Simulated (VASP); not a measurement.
**MnGa4: structure and properties in VASP**

Wanted: the relaxed cell of MnGa4 and its properties. The steps: magnetic order: ferromagnetic, magnetic order: antiferromagnetic, q = (0, 0, 1/2), magnetic order: antiferromagnetic, q = (1/2, 1/2, 1/2), the orders side by side, full relaxation (optB86b-vdW), single point with fields (optB86b-vdW), band structure (optB86b-vdW), density of states (optB86b-vdW), vibrations at Γ (optB86b-vdW), electric field gradients (optB86b-vdW) and total energy, forces and stress (optB86b-vdW), changed input. The start is a computed cell from the Materials Project.

Program: VASP 6.6.1. Level of theory: optB86b-vdW, spin-polarised from a ferromagnetic start (one magnetic atom a cell); plane waves and PAW (Mn_pv, Ga_d), in the first sound run; inputs show where later runs differ. Results are calculated unless marked as measured.

**Measured values to reproduce.**

For MnGa4, cubic PtHg4 type (annealed stoichiometric polycrystalline sample, 1.5 K), “Antiferromagnetic ground state in the MnGa4 intermetallic compound” (2018, arxiv:1802.03256) gives, by neutron powder diffraction: moment of Mn (ordered moment per Mn) 0.8 ± 0.03 μB.

This is a report of a sequence of runs, with most program output left out.

### 1. The starting structure

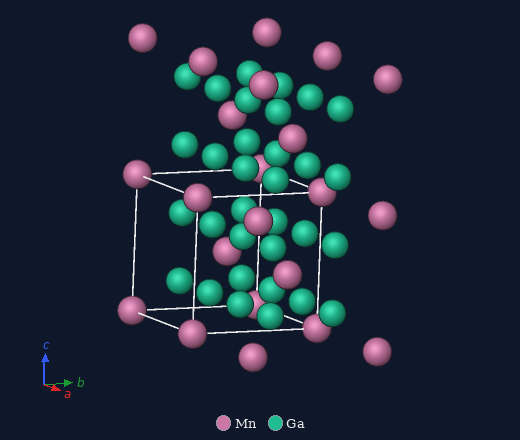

Start, viewed slightly off an axis; manganese pink, gallium teal. 2×1×2 cells are drawn. This picture shows the conventional cell, with its axes. Some periodic images of atoms are drawn too.

### 2. Magnetic order: ferromagnetic

The properties of a magnet depend on its order, so a few collinear patterns are compared first on the cell as listed, beginning with all moments parallel. optB86b-vdW pairs nonlocal correlation with a less repulsive exchange of B86b form. LUSE_VDW switches on a nonlocal correlation term for dispersion.

File INCAR:

```
SYSTEM = MnGa4
PREC = Accurate
ENCUT = 400
EDIFF = 1E-06
NELM = 100
ISMEAR = 1
SIGMA = 0.2
LREAL = .FALSE.
ALGO = Normal
GGA = MK
AGGAC = 0
LUSE_VDW = .TRUE.
PARAM1 = 0.1234
PARAM2 = 1
LASPH = .TRUE.
NBANDS = 45
ISPIN = 2
MAGMOM = 4 0 0 0 0
LMAXMIX = 4
LORBIT = 11
LWAVE = .FALSE.
LCHARG = .FALSE.
KPAR = 8
ISIF = 2
```

File POSCAR:

```
MnGa4
1.0
   -2.7718643900      2.7718643900      2.7718643900
    2.7718643900     -2.7718643900      2.7718643900
    2.7718643900      2.7718643900     -2.7718643900
Mn Ga
1 4
Direct
    0.0000000000      0.0000000000      0.0000000000
    0.0000000000      0.0000000000      0.5000000000
    0.0000000000      0.5000000000      0.0000000000
    0.5000000000      0.0000000000      0.0000000000
    0.5000000000      0.5000000000      0.5000000000
```

File KPOINTS:

```
Automatic mesh
0
Gamma
6 6 6
0 0 0
```

PAW data sets: Mn_pv and Ga_d (PBE family, release 64).

Started as:

```
> mpirun -np 8 vasp_std
```

Run time: 35 s. Hardware: 8 MPI ranks of AMD EPYC 9R45, shared host; peak memory 3.5 GiB.

The k-mesh is coarse for a metal. The PAW data sets were made with PBE, which is usual practice but a small mismatch for other functionals.

This step gave:

```yaml
scf_cycles: 16
electrons: 65
bands: 45
irreducible_k_points: 16
symmetry_operations: 48
free_energy_toten: -5.162 eV
energy_at_zero_smearing: -5.165 eV
fermi_energy: 6.213 eV
pressure: -0.4678 GPa
moment_of_the_cell_from_the_last_line_of_the_log: 0.4379 μB
metallic: yes
```

Spin moment in the PAW sphere by atom:

| atom | spin moment in the PAW sphere (μB) |
| --- | --- |
| Mn1 | 0.537 |
| Ga2 | -0.021 |
| Ga3 | -0.021 |
| Ga4 | -0.021 |
| Ga5 | -0.021 |

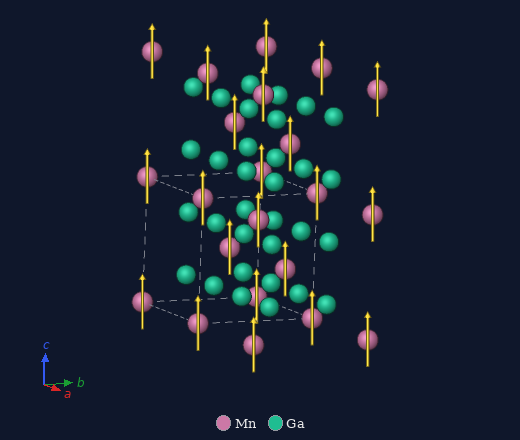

Spin moment in the PAW sphere as arrows, the longest 0.537 μB. Up and down stand for the sign. Arrows give size and sign along the axis of quantisation, drawn up and down the page. 2×1×2 conventional cells are drawn. Some periodic images of atoms are drawn too.

The run ends ferromagnetic with a largest moment of 0.54 μB, and the mesh shows no gap.

### 3. Magnetic order: antiferromagnetic, q = (0, 0, 1/2)

This step: optB86b-vdW, spin-polarised from an antiferromagnetic start; plane waves and PAW (Mn_pv, Ga_d) (VASP 6.6.1).

System of this step: MnGa4. It takes space group Im-3m (No. 229, cubic). The conventional cell has a = 5.544 Å, b = 5.544 Å, c = 5.544 Å, α = 90.00°, β = 90.00°, γ = 90.00°. Mn has 8 Ga at 2.40 Å nearest. Ga has 2 Mn at 2.40 Å nearest. Nearest to Ga lie 2 Mn at 2.40 Å. Farther neighbours are not listed.

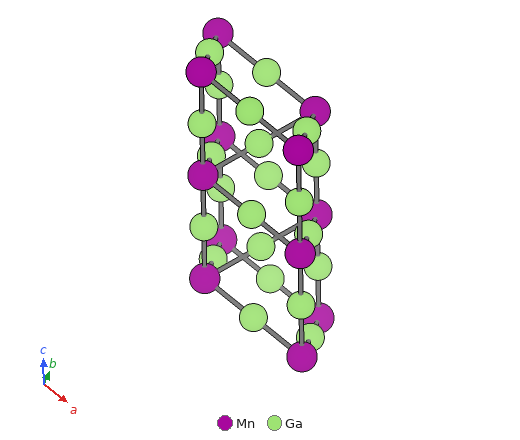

The cell of this step (manganese purple, gallium green). Some periodic images of atoms are drawn too.

Next, a pattern with opposite moments, which needs a doubled cell; q is given in the reciprocal vectors of the primitive cell.

INCAR, as its differences from that of step 2:

```diff
@@ -15,5 +15,5 @@
 LASPH = .TRUE.
-NBANDS = 45
+NBANDS = 85
 ISPIN = 2
-MAGMOM = 4 0 0 0 0
+MAGMOM = 4 -4 0 0 0 0 0 0 0 0
 LMAXMIX = 4
```

File POSCAR:

```
MnGa4
1.0
   -2.7718643900      2.7718643900      2.7718643900
    2.7718643900     -2.7718643900      2.7718643900
    5.5437287800      5.5437287800     -5.5437287800
Mn Ga
2 8
Direct
    0.0000000000      0.0000000000      0.0000000000
    0.0000000000      0.0000000000      0.5000000000
    0.0000000000      0.0000000000      0.2500000000
    0.0000000000      0.0000000000      0.7500000000
    0.0000000000      0.5000000000      0.0000000000
    0.0000000000      0.5000000000      0.5000000000
    0.5000000000      0.0000000000      0.0000000000
    0.5000000000      0.0000000000      0.5000000000
    0.5000000000      0.5000000000      0.2500000000
    0.5000000000      0.5000000000      0.7500000000
```

KPOINTS is that of step 2.

Started as:

```
> mpirun -np 8 vasp_std
```

Wall time 6.8 min (8 MPI ranks); peak memory 9.1 GiB; 54 min of CPU time.

Numbers from this step:

```yaml
scf_cycles: 44
electrons: 130
bands: 85
irreducible_k_points: 52
symmetry_operations: 8
free_energy_toten: -10.28 eV
energy_at_zero_smearing: -10.28 eV
fermi_energy: 6.243 eV
pressure: -0.6116 GPa
```

Spin moment in the PAW sphere by atom:

| atom | spin moment in the PAW sphere (μB) |
| --- | --- |
| Mn1 | 0.0460 |
| Mn2 | -0.0460 |
| Ga3 | 0.0000 |
| Ga4 | 0.0000 |
| Ga5 | -0.0020 |
| Ga6 | 0.0020 |
| Ga7 | -0.0020 |
| Ga8 | 0.0020 |
| Ga9 | 0.0000 |
| Ga10 | 0.0000 |

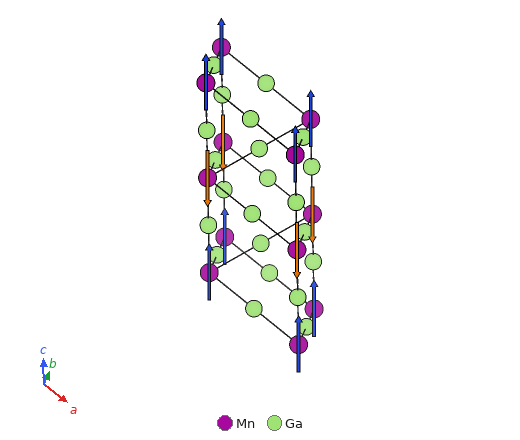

Spin moment in the PAW sphere as arrows, the longest 0.046 μB. Up and down stand for the sign. Arrows give size and sign along the axis of quantisation, drawn up and down the page. The two directions have two colours. Some periodic images of atoms are drawn too.

The energy lies +5.3 meV an atom from the first pattern. The moments fall under 0.1 μB, and the mesh shows no gap.

### 4. Magnetic order: antiferromagnetic, q = (1/2, 1/2, 1/2)

INCAR is that of step 3.

File POSCAR:

```
MnGa4
1.0
   -5.5437287800      5.5437287800      5.5437287800
    0.0000000000      0.0000000000      5.5437287800
    0.0000000000      5.5437287800      0.0000000000
Mn Ga
2 8
Direct
    0.0000000000      0.0000000000      0.0000000000
    0.5000000000      0.0000000000      0.0000000000
    0.7500000000      0.0000000000      0.5000000000
    0.2500000000      0.0000000000      0.5000000000
    0.7500000000      0.5000000000      0.0000000000
    0.2500000000      0.5000000000      0.0000000000
    0.2500000000      0.0000000000      0.0000000000
    0.7500000000      0.0000000000      0.0000000000
    0.7500000000      0.5000000000      0.5000000000
    0.2500000000      0.5000000000      0.5000000000
```

KPOINTS is that of step 3.

Started as:

```
> mpirun -np 8 vasp_std
```

It took 2.1 min on 8 MPI ranks; peak memory 7.4 GiB; 17 min of CPU time.

This step gave:

- SCF cycles: 16
- irreducible k-points: 20
- symmetry operations: 48
- free energy (TOTEN): -10.36 eV
- energy at zero smearing: -10.36 eV
- Fermi energy: 6.258 eV
- pressure: -0.003575 GPa

Spin moment in the PAW sphere by atom:

| atom | spin moment in the PAW sphere (μB) |
| --- | --- |
| Mn1 | 1.07 |
| Mn2 | -1.07 |
| Ga3 | 0.00 |
| Ga4 | 0.00 |
| Ga5 | 0.00 |
| Ga6 | 0.00 |
| Ga7 | 0.00 |
| Ga8 | 0.00 |
| Ga9 | 0.00 |
| Ga10 | 0.00 |

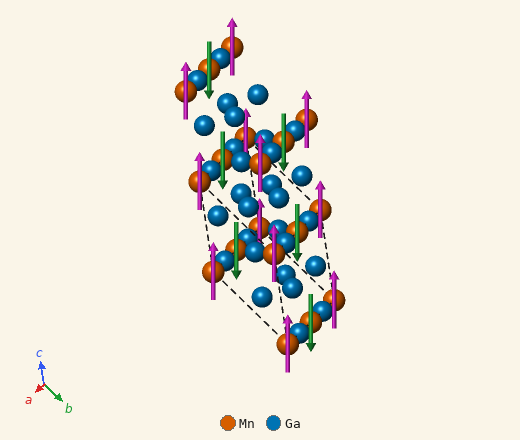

Spin moment in the PAW sphere as arrows, the longest 1.07 μB. Up and down stand for the sign. Arrows give size and sign along the axis of quantisation, drawn up and down the page. The two directions have two colours. 1×1×2 cells are drawn. Some periodic images of atoms are drawn too.

The energy lies -2.5 meV an atom from the first pattern. The run ends antiferromagnetic with a largest moment of 1.07 μB, and the mesh shows no gap.

### 5. The orders side by side

This step: collinear orders at optB86b-vdW; plane waves and PAW (VASP 6.6.1).

Derived from the runs above.

Patterns, by row:

| start | atoms | energy less that of the first (meV/atom) | largest site moment (μB) | end state |
| --- | --- | --- | --- | --- |
| ferromagnetic | 5 | 0 | 0.54 | ferromagnetic |
| antiferromagnetic, q = (0, 0, 1/2) | 10 | 5.3 | 0.05 | non-magnetic |
| antiferromagnetic, q = (1/2, 1/2, 1/2) | 10 | -2.5 | 1.07 | antiferromagnetic |

The session goes on in the lowest magnetic state found: antiferromagnetic, q = (1/2, 1/2, 1/2). The next one lies 2.5 meV an atom higher. Differences this small don't decide the order on unrelaxed cells.

### 6. Full relaxation (optB86b-vdW)

This step: optB86b-vdW, spin-polarised from an antiferromagnetic start; plane waves and PAW (Mn_pv, Ga_d) (VASP 6.6.1).

The start need not lie at this functional's minimum. ISIF = 3 frees volume, shape and positions, and EDIFFG sets the threshold on forces and stress at which the search stops.

INCAR, as its differences from that of step 4:

```diff
@@ -17,3 +17,3 @@
 ISPIN = 2
-MAGMOM = 4 -4 0 0 0 0 0 0 0 0
+MAGMOM = 1.07 -1.07 0 0 0 0 0 0 0 0
 LMAXMIX = 4
@@ -23,2 +23,5 @@
 KPAR = 8
-ISIF = 2
+IBRION = 2
+NSW = 60
+ISIF = 3
+EDIFFG = -0.01
```

POSCAR is that of step 4.

File KPOINTS:

```
Automatic mesh
0
Gamma
7 7 7
0 0 0
```

Started as:

```
> mpirun -np 8 vasp_std
```

It took 2.1 min on 8 MPI ranks; peak memory 7.4 GiB.

The magnetic order is the lowest of the few collinear ones that converged above; longer or canted patterns were not tried. The cell is doubled for it, so bands and modes from the zone boundary of the chemical cell fold onto Γ and the labels are those of the larger cell. The run keeps the 48 symmetry operations of its start, so it cannot find a distortion of lower symmetry.

Little changed from the start: no atom moved by 0.005 Å and no cell edge by 0.1 %.

This step gave:

| Quantity | Value |
| --- | --- |
| Fermi energy | 6.156 eV |
| pressure | -0.01365 GPa |
| SCF cycles over all ionic steps | 16 |

It ends with forces that vanish by symmetry and a pressure of -0.01 GPa.

### 7. Single point with fields (optB86b-vdW)

The relaxed cell gets a fresh self-consistent run, on a basis set for its own volume, to fix the density and to check the remaining stress.

INCAR, as its differences from that of step 6:

```diff
@@ -21,7 +21,5 @@
 LWAVE = .FALSE.
-LCHARG = .FALSE.
-KPAR = 8
-IBRION = 2
-NSW = 60
-ISIF = 3
-EDIFFG = -0.01
+LCHARG = .TRUE.
+ISIF = 2
+LELF = .TRUE.
+LVHAR = .TRUE.
```

POSCAR is that of step 6.

KPOINTS is that of step 6.

Started as:

```
> mpirun -np 8 vasp_std
```

The job ended after 67 s (8 MPI ranks; peak memory 2.2 GiB; 8.7 min of CPU time).

With spin, VASP writes an ELF for each channel.

Numbers from this step:

* bands: 88
* pressure: -0.01389 GPa

Valence electrons inside each PAW sphere by angular momentum. Sphere charges, by row:

| atom | s (e) | p (e) | d (e) | tot (e) |
| --- | --- | --- | --- | --- |
| Mn1 | 0.335 | 6.363 | 5.324 | 12.02 |
| Mn2 | 0.335 | 6.363 | 5.324 | 12.02 |
| Ga3 | 0.958 | 0.765 | 9.973 | 11.7 |
| Ga4 | 0.958 | 0.765 | 9.973 | 11.7 |
| Ga5 | 0.958 | 0.765 | 9.973 | 11.7 |
| Ga6 | 0.958 | 0.765 | 9.973 | 11.7 |
| Ga7 | 0.958 | 0.765 | 9.973 | 11.7 |
| Ga8 | 0.958 | 0.765 | 9.973 | 11.7 |
| Ga9 | 0.958 | 0.765 | 9.973 | 11.7 |
| Ga10 | 0.958 | 0.765 | 9.973 | 11.7 |

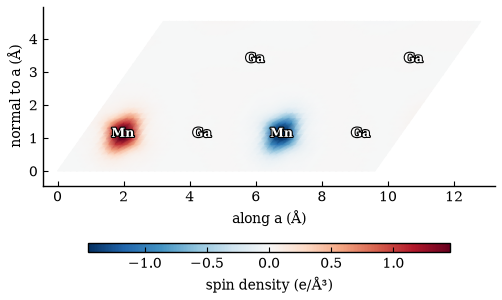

Spin density in the ac plane at fractional y = 0.000, with atoms of Mn and Ga within 0.2 Å of it. The map starts off the cell's origin, so that atoms lie inside it.

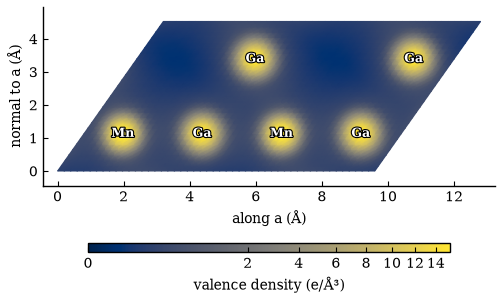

Valence density in the ac plane at fractional y = 0.000, with atoms of Mn and Ga within 0.2 Å of it. It is the smooth field of the valence electrons, not physical close to the nuclei. The map starts off the cell's origin, so that atoms lie inside it. The colour scale is stretched toward low values.

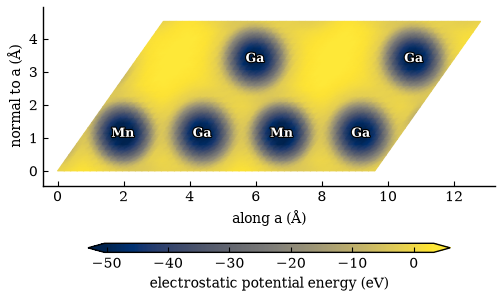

Electrostatic potential energy in the ac plane at fractional y = 0.000, with atoms of Mn and Ga within 0.2 Å of it. With pseudopotentials it is smooth inside the atoms' cores, unlike the true potential. The map starts off the cell's origin, so that atoms lie inside it.

In this run the pressure is -0.01 GPa, small enough to go on.

### 8. Band structure (optB86b-vdW)

Levels along the symmetry lines show where the bands peak and cross; KPOINTS_OPT computes them in the converged potential.

File INCAR:

```
SYSTEM = MnGa4
PREC = Accurate
ENCUT = 400
EDIFF = 1E-06
NELM = 100
ISMEAR = 1
SIGMA = 0.2
LREAL = .FALSE.
ALGO = Normal
GGA = MK
AGGAC = 0
LUSE_VDW = .TRUE.
PARAM1 = 0.1234
PARAM2 = 1
LASPH = .TRUE.
NBANDS = 99
ISPIN = 2
MAGMOM = 1.055 -1.055 0 0 0 0 0 0 0 0
LMAXMIX = 4
LORBIT = 11
LWAVE = .FALSE.
LCHARG = .FALSE.
KPAR = 8
```

POSCAR is that of step 7.

KPOINTS is that of step 7.

File KPOINTS_OPT:

```
Line mode
12
Line-mode
Reciprocal
  0.00000000   0.00000000   0.00000000 GAMMA
 -0.50000000   0.00000000  -0.50000000 X

 -0.50000000   0.00000000  -0.50000000 X
 -1.00000000  -0.50000000  -0.50000000 M

 -1.00000000  -0.50000000  -0.50000000 M
  0.00000000   0.00000000   0.00000000 GAMMA

  0.00000000   0.00000000   0.00000000 GAMMA
 -0.50000000  -0.50000000  -0.50000000 R

 -0.50000000  -0.50000000  -0.50000000 R
 -0.50000000   0.00000000  -0.50000000 X

 -1.00000000  -0.50000000  -0.50000000 M
 -0.50000000  -0.50000000  -0.50000000 R
```

Started as:

```
> mpirun -np 8 vasp_std
```

The job ended after 4.5 min (8 MPI ranks; peak memory 7.7 GiB).

Spin-orbit coupling is off here; it would split degenerate levels.

Numbers from this step:

* bands: 99
* pressure: -0.01092 GPa

Both spin channels agree. The electronic bands at the labelled points (eV, zero at the Fermi level; # counts the bands kept):

| point | #16 | #17 | #18 | #19 | #20 | #21 | #22 | #23 |
| --- | --- | --- | --- | --- | --- | --- | --- | --- |
| Γ | -1.86 | -1.32 | -1.32 | -1.10 | -1.10 | -1.10 | 0.27 | 0.27 |
| X | -1.95 | -1.87 | -1.11 | -0.52 | 0.45 | 0.89 | 0.89 | 1.13 |
| M | -1.86 | -1.64 | -1.18 | 0.41 | 0.58 | 0.58 | 0.73 | 1.12 |
| Γ | -1.86 | -1.32 | -1.32 | -1.10 | -1.10 | -1.10 | 0.27 | 0.27 |
| R | -1.46 | -1.06 | -1.06 | 2.78 | 2.78 | 2.78 | 2.82 | 2.82 |
| X | -1.95 | -1.87 | -1.11 | -0.52 | 0.45 | 0.89 | 0.89 | 1.13 |
| jump to M | -1.86 | -1.64 | -1.18 | 0.41 | 0.58 | 0.58 | 0.73 | 1.12 |
| R | -1.46 | -1.06 | -1.06 | 2.78 | 2.78 | 2.78 | 2.82 | 2.82 |

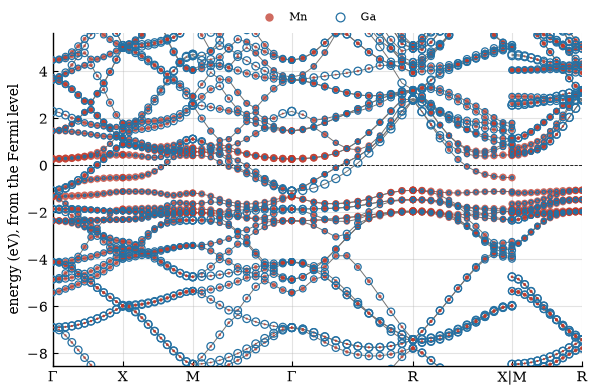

Electronic bands along the path; dots are coloured as in the legend, and their area grows with the weight.

There is no gap at this level.

### 9. Density of states (optB86b-vdW)

Here the states are counted by energy and projected on the atoms. The mesh is finer than in the run before.

INCAR, as its differences from that of step 8:

```diff
@@ -5,3 +5,3 @@
 NELM = 100
-ISMEAR = 1
+ISMEAR = -5
 SIGMA = 0.2
@@ -23 +23,2 @@
 KPAR = 8
+NEDOS = 2001
```

POSCAR is that of step 8.

File KPOINTS:

```
Automatic mesh
0
Gamma
10 10 10
0 0 0
```

Started as:

```
> mpirun -np 8 vasp_std
```

It took 4 min on 8 MPI ranks; peak memory 11 GiB; 30 min of CPU time.

With tetrahedra the forces and stress of a metal are not exact derivatives of the energy.

Numbers from this step:

```
irreducible k-points   : 56
free energy (TOTEN)    : -10.37 eV
Fermi energy           : 6.195 eV
pressure               : 5.50e-4 GPa
DOS at the Fermi level : 3.339 states/eV/cell
```

The density of states has structure finer than the step of the table below, so its rows give means over 1 eV, whole bins alone (the curve runs from -12.0 to 2.75 eV). Peaks (eV: height): total -2.2: 18.8, -1.9: 21.7, -1.3: 7.65, 0.6: 13.4; Mn d -2.2: 10.8, -1.3: 4.40, 0.6: 7.44; Ga p -2.2: 3.40, -1.9: 5.48, 0.6: 1.91; Ga s -6.8: 1.70, -5.9: 1.57, -4.6: 1.24, -4.2: 1.02; Ga d -2.1: 0.410, -1.9: 0.475, -1.3: 0.330, 0.6: 0.468.

States under -12.0 eV and over 2.8 eV are left out; both spin channels agree and are summed. Density of states against energy, zero at the Fermi level; means over each step; values in states/eV/cell:

| energy (eV) | total | Mn d | Ga p | Ga s | Ga d | Mn p |
| --- | --- | --- | --- | --- | --- | --- |
| -11 | 0.339 | 0 | 0.00400 | 0.165 | 2.8e-4 | 8.6e-4 |
| -10 | 1.21 | 0.00136 | 0.0390 | 0.569 | 0.00684 | 0.00803 |
| -9 | 1.85 | 0.00868 | 0.105 | 0.843 | 0.0169 | 0.0167 |
| -8 | 2.07 | 0.0191 | 0.148 | 0.946 | 0.0272 | 0.0468 |
| -7 | 3.05 | 0.0725 | 0.211 | 1.46 | 0.0636 | 0.0847 |
| -6 | 3.01 | 0.208 | 0.252 | 1.40 | 0.0634 | 0.0695 |
| -5 | 2.60 | 0.291 | 0.349 | 0.983 | 0.0535 | 0.0548 |
| -4 | 2.98 | 0.548 | 0.597 | 0.656 | 0.0598 | 0.0436 |
| -3 | 4.48 | 1.40 | 1.06 | 0.339 | 0.0957 | 0.0837 |
| -2 | 12.4 | 6.17 | 2.57 | 0.176 | 0.292 | 0.338 |
| -1 | 2.51 | 1.34 | 0.383 | 0.0316 | 0.0901 | 0.0178 |
| 0 | 4.48 | 2.07 | 0.950 | 0.0701 | 0.116 | 0.0277 |
| 1 | 6.69 | 2.98 | 1.25 | 0.394 | 0.248 | 0.0849 |
| 2 | 4.90 | 1.29 | 1.15 | 0.712 | 0.236 | 0.0835 |

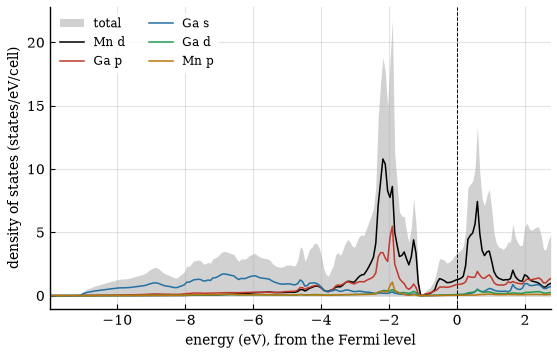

Density of states against energy.

The finer mesh and the other smearing move the Fermi level by +0.04 eV from the 7×7×7 run, a small shift, which tests the Fermi level alone. Of the states within 0.3 eV of the Fermi level, the largest shares in the PAW spheres are Mn d 40 % and Ga p 25 %. The rest lies in smaller channels or between the spheres.

(Part 1 of 2 ends here.)

[Lines on the potential files, build, host, timing and source positions are cut from VASP's logs without a mark.]

[Logs are printed without paths, hosts, clocks, repeated set-up lines and the standing remarks that a program may print on its own settings, such as how far it seeks lower states.]

[Hosts, paths, dates, database ids (printed as entryN), source tags and the programs' standing remarks are cut or masked in the printed files.]

[A measured line is paired with the nearest computed mode of its activity, which favours agreement.]
